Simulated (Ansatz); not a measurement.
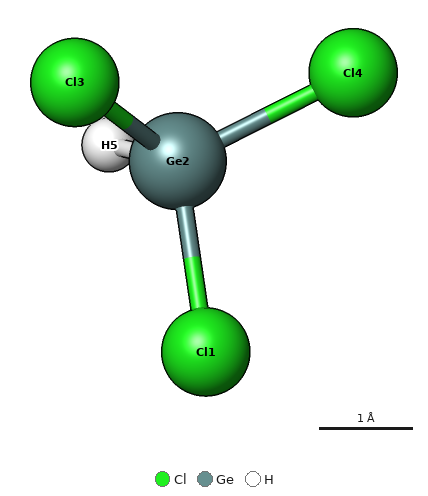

The structure (ball-and-stick view, seen at a tilt; atoms are numbered from 1 in the order of the input). Sticks mark near contacts.

## What a change does: single-point calculation on GeHCl3

System: GeHCl3, SMILES [Cl][GeH]([Cl])[Cl].
Method of run A: RKS SPW92/def2-TZVPP (Ansatz 0.2.0).

The geometry comes from this level: PBE0-D4/def2-TZVP. Text and figures count atoms from 1; the logs count them from 0 in places.

## Input file, run A
```yaml
crystal:
  periodic: [false, false, false]
  atoms:
    - {symbol: Cl, position_ang: [-1.177708, -0.012817, 1.700686]}
    - {symbol: Ge, position_ang: [0.102382, 0.090565, 0.006172]}
    - {symbol: Cl, position_ang: [1.117874, -1.767613, -0.185340]}
    - {symbol: Cl, position_ang: [-1.095134, 0.385612, -1.725777]}
    - {symbol: H, position_ang: [1.102587, 1.230652, 0.162959]}
basis:
  gaussian: {orbitals: def2-TZVPP}
hamiltonian: {xc: lda}
output: {orbitals: {seedname: orbitals}}
```

Hardware: 2 CPU threads, shared host.

## Output (run A)
```
Functional definition: SPW92
  exchange = slater_x
  correlation = pw_c
1299 factors; their error is unknown
mean field evaluation 1: about -93898.5870 eV, gradient 3.4e1 eV
mean field evaluation 2: about -93897.5375 eV, gradient 4.9e1 eV
mean field evaluation 4: about -93899.9161 eV, gradient 2.4e0 eV
mean field evaluation 8: about -93899.8956 eV, gradient 2.5e-2 eV
mean field -93899.89564110 eV, -3450.7575171753 hartree, gradient 2.9e-5 eV, S^2 0.000000; 0 other end points of the search recorded, 0 dependent functions left out
reference -93899.89567635 eV, -3450.7575184706 hartree; 42, 42 occupied and 146, 146 virtual orbitals, 1299 factors
Total energy: -93899.89567635 eV, -3450.7575184706 hartree
```

Run B used a changed input.

## The two runs side by side

```csv
quantity,run A,run B
outcome,converged,converged
total energy (hartree),−3450.757518,−3457.635542
HOMO (eV),−8.08,−8.43
LUMO (eV),−2.68,−2.10
basis functions,188,188
wall time (shared host),2.4 s,10 s
```

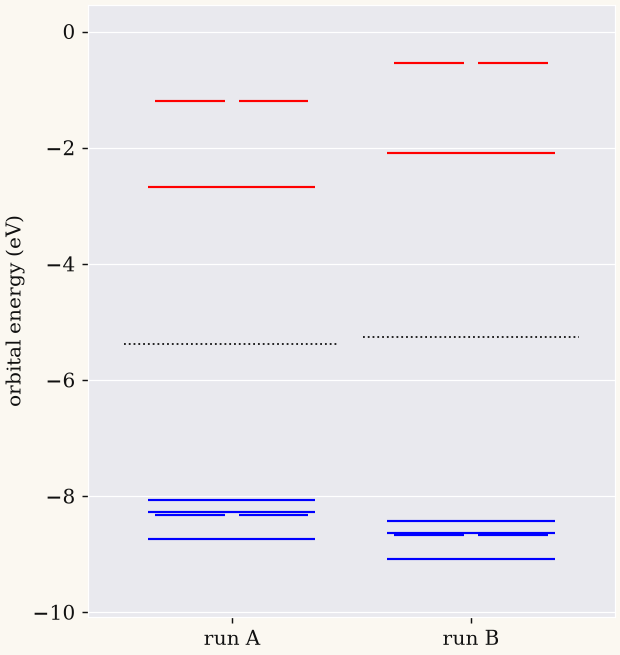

The five highest filled and three lowest empty orbital energies of the two runs; the dotted lines part filled from empty levels. The HOMO–LUMO gap is 5.40 eV in run A and 6.33 eV in run B.

Which change of the input explains these differences?

The change (lines with − go, lines with + come):
```diff
-hamiltonian: {xc: lda}
+hamiltonian: {xc: {name: B97M-V}}
```

The total energies belong to different methods, so their difference says nothing on which is more stable or more accurate. The HOMO goes from −8.08 to −8.43 eV. The LUMO goes from −2.68 to −2.10 eV.

## Output (run B)
```
Functional definition: B97M-V
  parameter cx00 = 1.000
  parameter cx01 = 1.308
  parameter cx02 = 1.901
  parameter cx10 = 0.416
  parameter cx11 = 3.070
  parameter css00 = 1.000
  parameter css02 = -1.855
  parameter css10 = -5.668
  parameter css32 = -20.497
  parameter css42 = -20.364
  parameter cos00 = 1.000
  parameter cos01 = 1.573
  parameter cos03 = -6.298
  parameter cos10 = 2.535
  parameter cos32 = -6.427
  parameter b = 6.0
  parameter c = 0.01
  gx(w, u) = cx00 + cx01*u + cx02*u^2 + (cx10 + cx11*u)*w
  gss(w, u) = css00 + css02*u^2 + css10*w + (css32*w^3 + css42*w^4)*u^2
  gos(w, u) = cos00 + cos01*u + cos03*u^3 + cos10*w + cos32*w^3*u^2
  exchange = spin_sum(e_x_unif_s*gx(b97_w, b97_u_x))
  correlation = spin_sum(e_c_pw_mod_same_spin*gss(b97_w, b97_u_same))
      + integral(e_c_pw_mod_opposite_spin*gos(b97_w_opposite, b97_u_opposite)) + vv10(b, c)
1299 factors; their error is unknown
mean field evaluation 1: about -94085.9963 eV, gradient 2.5e1 eV
mean field evaluation 2: about -94085.4403 eV, gradient 3.4e1 eV
mean field evaluation 4: about -94087.0829 eV, gradient 1.2e0 eV
mean field evaluation 8: about -94087.0562 eV, gradient 2.0e-2 eV
mean field -94087.05617550 eV, -3457.6355399525 hartree, gradient 4.0e-5 eV, S^2 0.000000; 0 other end points of the search recorded, 0 dependent functions left out
reference -94087.05622340 eV, -3457.6355417126 hartree; 42, 42 occupied and 146, 146 virtual orbitals, 1299 factors
Total energy: -94087.05622340 eV, -3457.6355417126 hartree
```
